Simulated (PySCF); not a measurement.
**[Hf(SH)2]2+: other functionals and bases at one geometry**

How far do other levels of theory move the description of [Hf(SH)2]2+, and what does each cost? It is a constructed species; whether it can be made isn't addressed.

Program: PySCF 2.14.0. Level of theory: several levels, as the steps say, no spin–orbit coupling. These are calculated values, not measurements.

1 further run of the same task is left out (for a known fault of the program).

## 1. The system as given

5 atoms, charge 2, spin multiplicity 1.

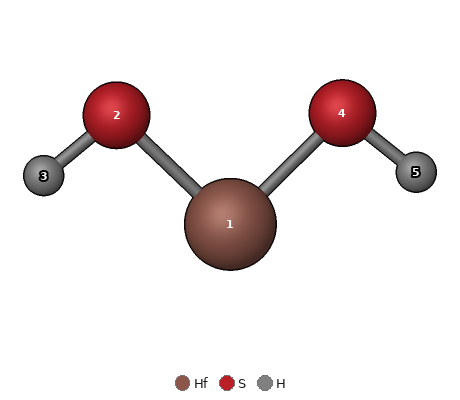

The geometry (hafnium brown, sulfur red, hydrogen grey); atoms are numbered from 1 in the order of the file.

Coordinates:

```xyz
5
H2HfS2
Hf    0.0000    0.0000   -0.7951
S     1.6527   -0.0889    0.8020
H     2.7078   -0.2346   -0.0641
S    -1.6527    0.0889    0.8020
H    -2.7078    0.2346   -0.0641
```

Formal oxidation states: Hf +4. An earlier session relaxed this geometry at PBE0, Hf def2-SVP with ECP60, S def2-SVP, H def2-SVP (singlet, point group C2).

At PBE0 on the finer grid: E = -844.343866 Eh, HOMO -18.83 eV, LUMO -14.29 eV, Mulliken charge on Hf1 +1.35 e, largest force component 0.009 eV/Å. 

Levels to run: r2SCAN; TPSSh; PBE0, TZVP. Hardware: 2 threads of Arm Neoverse V2, shared host.

## 2. r2SCAN

run.py (the lines that set the calculation)

```python
mol = gto.M(atom='''
Hf     0.00000     0.00000    -0.79511
S      1.65274    -0.08892     0.80196
H      2.70782    -0.23462    -0.06406
S     -1.65274     0.08892     0.80196
H     -2.70782     0.23462    -0.06406''',
    basis={'Hf': 'def2-SVP', 'S': 'def2-SVP', 'H': 'def2-SVP'},
    ecp={'Hf': 'def2-SVP'},
    charge=2, spin=0)
mf = dft.RKS(mol, xc='R2SCAN')
mf.grids.atom_grid = (75, 302)
mf = mf.density_fit()  # fitting sets: Hf def2-universal-JKFIT, S def2-universal-JKFIT, H def2-universal-JKFIT
mf.conv_tol = 1e-08; mf.max_cycle = 55
mf.kernel(dm0)  # dm0: the density of the relaxed state
```

The run is started by

```console
$ OMP_NUM_THREADS=2 python run.py
```

## 3. TPSSh

run.py (the lines that set the calculation): that of step 2 with these lines changed.

```diff
@@ -9,3 +9,3 @@
     charge=2, spin=0)
-mf = dft.RKS(mol, xc='R2SCAN')
+mf = dft.RKS(mol, xc='TPSSH')
 mf.grids.atom_grid = (75, 302)
```

## 4. PBE0, TZVP

Basis: Hf def2-TZVP with ECP60, S def2-TZVP, H def2-TZVP. 

run.py (the lines that set the calculation)

```python
mol = gto.M(atom='''
Hf     0.00000     0.00000    -0.79511
S      1.65274    -0.08892     0.80196
H      2.70782    -0.23462    -0.06406
S     -1.65274     0.08892     0.80196
H     -2.70782     0.23462    -0.06406''',
    basis={'Hf': 'def2-TZVP', 'S': 'def2-TZVP', 'H': 'def2-TZVP'},
    ecp={'Hf': 'def2-TZVP'},
    charge=2, spin=0)
mf = dft.RKS(mol, xc='PBE0')
mf.grids.atom_grid = (75, 302)
mf = mf.density_fit()  # fitting sets: Hf def2-universal-JKFIT, S def2-universal-JKFIT, H def2-universal-JKFIT
mf.conv_tol = 1e-08; mf.max_cycle = 55
mf.kernel(dm0)  # dm0: free metal ions and neutral atoms
```

Before running it: what results should come out? Wanted: for each run, HOMO; gap; charge on Hf1; dipole; largest force.

The runs gave:

| level | state | HOMO (eV) | gap (eV) | charge on Hf1 (e) | dipole (D) | largest force (eV/Å) | basis functions | time |
| --- | --- | --- | --- | --- | --- | --- | --- | --- |
| PBE0 (relaxed here) | singlet | -18.83 | 4.53 | 1.35 | 3.89 | 0.01 | 78 | 6.6 s |
| r2SCAN | singlet | -18.01 | 3.18 | 1.36 | 3.85 | 0.24 | 78 | 3.7 s |
| TPSSh | singlet | -18.26 | 3.63 | 1.37 | 3.85 | 0.40 | 78 | 3.7 s |
| PBE0, TZVP | singlet | -18.66 | 4.50 | 1.49 | 3.36 | 0.22 | 126 | 5.9 s |

Times are on 2 threads of Arm Neoverse V2, shared host; the first row also made further properties. The dipole of a charged species depends on the origin, so these sizes hold for this origin alone.

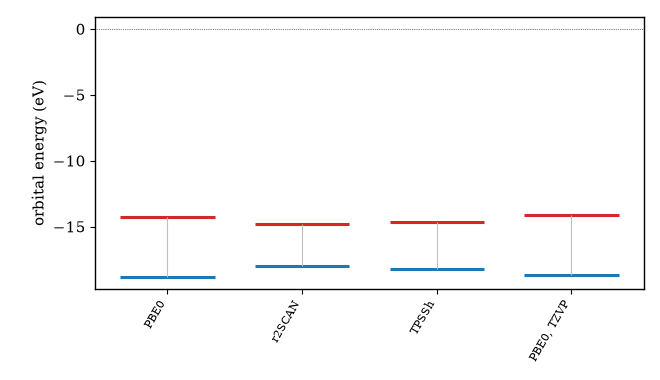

Highest filled and lowest empty level, method by method.

In one basis the HOMO–LUMO gap runs from 3.18 eV (r2SCAN) to 4.53 eV (PBE0). The largest leftover force, 0.40 eV/Å with TPSSh, stands at a geometry relaxed at another level. The Mulliken charge on Hf spans +1.35 to +1.49 e over the levels. Total energies of different levels can't be compared. Spin–orbit coupling is left out throughout.
